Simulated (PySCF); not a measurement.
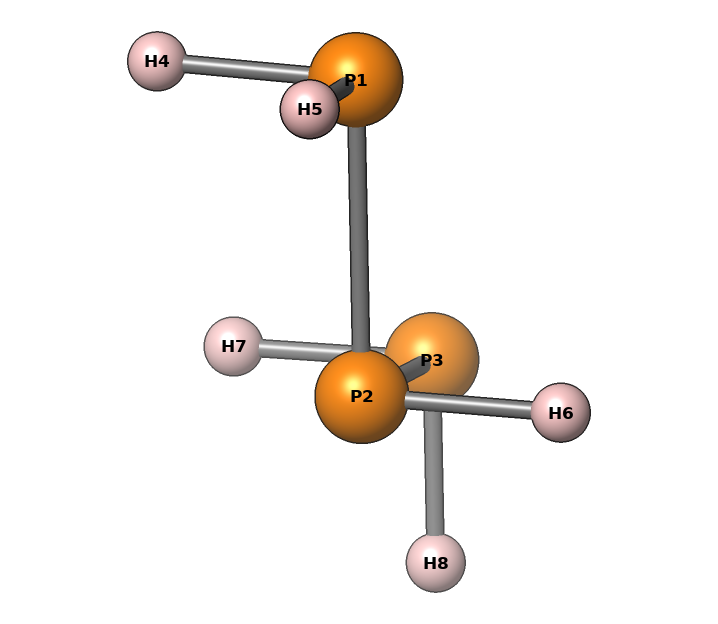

P3 lies behind P2. The molecule seen a little off the P2–P3 bond, P2 in front. Atoms fade into the background with distance from the viewer. The geometry was computed by an optimisation with PBE0-D3(BJ)/def2-SVP. No frequency run is at hand to confirm it as a minimum.

> What is the torsion angle P1–P2–P3–H7? The sign is positive where the front bond must turn clockwise to cover the back bond.

−88°, about perpendicular.
